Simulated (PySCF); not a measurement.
C$_{2}$H$_{8}$F$_{3}$NSi$_{2}$ (SMILES F[SiH2]C(F)(F)CN[SiH3])

```yaml
atoms:
  - { symbol: F, position_ang: [-1.5509, 1.2853, -1.1366] }
  - { symbol: Si, position_ang: [-2.2258, 0.0525, -0.3492] }
  - { symbol: C, position_ang: [-0.9316, -0.6180, 0.9276] }
  - { symbol: F, position_ang: [-1.6236, -1.0359, 2.0455] }
  - { symbol: F, position_ang: [-0.3710, -1.7735, 0.4380] }
  - { symbol: C, position_ang: [0.1920, 0.3178, 1.4033] }
  - { symbol: N, position_ang: [1.0340, 0.8149, 0.3626] }
  - { symbol: Si, position_ang: [2.2826, -0.1185, -0.3793] }
  - { symbol: H, position_ang: [-2.4867, -0.9672, -1.3448] }
  - { symbol: H, position_ang: [-3.3289, 0.6397, 0.3885] }
  - { symbol: H, position_ang: [0.8093, -0.2498, 2.1061] }
  - { symbol: H, position_ang: [-0.2882, 1.1415, 1.9445] }
  - { symbol: H, position_ang: [0.5768, 1.5100, -0.2054] }
  - { symbol: H, position_ang: [3.0599, -0.6608, 0.7346] }
  - { symbol: H, position_ang: [1.8337, -1.2090, -1.2529] }
  - { symbol: H, position_ang: [3.0107, 0.8799, -1.1587] }
```

Geometry: GFN2-xTB.

All numbers below come from B3LYP/def2-SVPD, SCF density, gas phase (PySCF).

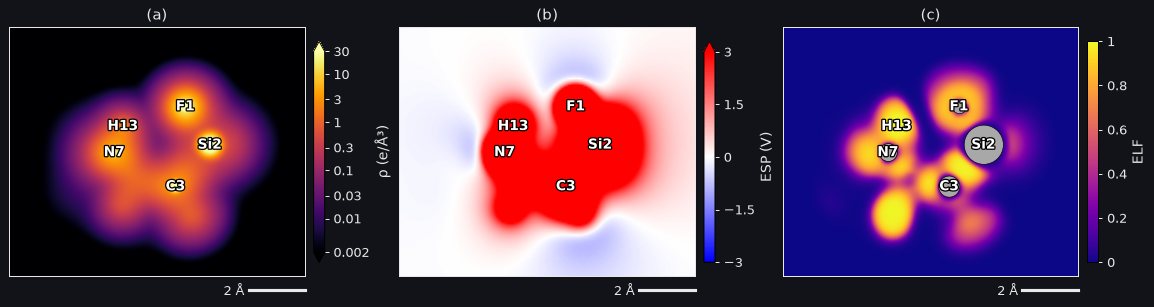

Figure 1. (a) total electron density; (b) electrostatic potential; (c) ELF on the plane of atoms F1, Si2 and C3. Grey discs cover the atomic cores in the ELF map.

**What do the fields say about this system?**

- The plane passes through F, Si, C, N and H nuclei.
- Si–F (1.61 Å): ρ at the midpoint is about 1 e/Å³; the ELF peaks at about 0.85 in the valence shell of F, 0.6 Å from its nucleus, and is about 0.45 at the midpoint.
- C–Si (1.94 Å): ρ at the midpoint is about 0.96 e/Å³; the ELF peaks at about 1 between the atoms: a covalent bond.
- N–H (1.01 Å): the density is about 2.8 e/Å³ at the midpoint; the ELF climbs to about 1 towards the hydrogen, as it does in any bond to H; an ordinary covalent bond to hydrogen.
- The ELF also peaks beside N7 and F1, away from the bonds: lone-pair regions.
- Outside the dense part of the molecule the potential is most negative (−0.8 V) near F4, which lies off the plane.

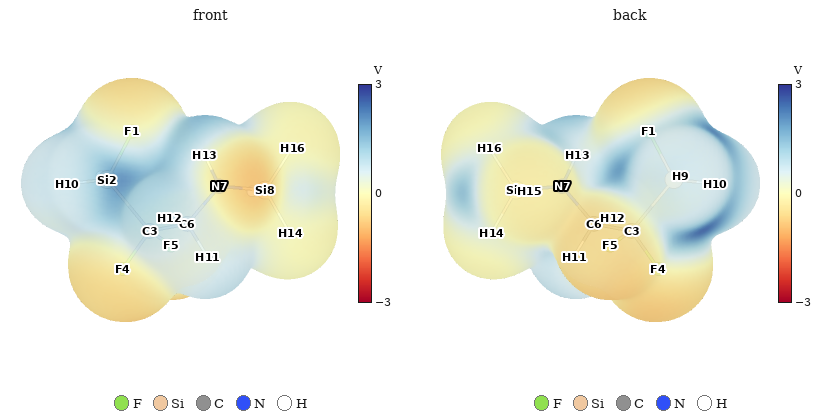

Figure 2. The electrostatic potential painted on the density surface at 0.002 e/bohr³, seen from the front and from behind; red is negative and blue positive.

**Which sites attract a positive test charge, and which a negative one?**

A positive charge is drawn to the negative regions and a negative charge to the positive ones. The most negative region (about −0.8 V, or −18 kcal/mol for a unit charge) lies over N7, the most positive (about +2.2 V, or +51 kcal/mol for a unit charge) over Si2.

**How polar is the molecule by this calculation?**

Its dipole moment is 1.54 D.
